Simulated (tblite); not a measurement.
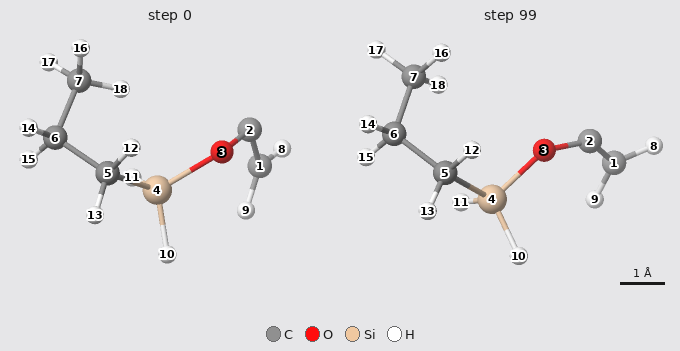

The structure of C₅H₁₁OSi (multiplicity 2) before (left) and after (right) a relaxation, at one scale.

Style: ball-and-stick. Shown at a tilt.

Theory: GFN2-xTB geometry optimisation, gas phase (tblite). 

**What changed between the two?**

The atom that moves furthest after the best rigid fit is H8 (0.83 Å). Largest moves by element: H 0.83 Å, O 0.56 Å, C 0.34 Å, Si 0.24 Å. Near-neighbour distances that change, for instance: O3–Si4 1.751 → 1.647 Å, C2–O3 1.370 → 1.294 Å, Si4–C5 1.857 → 1.897 Å, C1–C2 1.335 → 1.302 Å. Bond angles that change, for instance: C2–O3–Si4 116.5° → 137.2°, C1–C2–O3 117.3° → 138.0°, H16–C7–H18 115.5° → 108.2°. Groups turn about C2–O3 by about 60°, O3–Si4 by about 40°, C6–C7 by about 30°. After 99 geometry steps the energy has fallen by 92.5 kJ/mol.
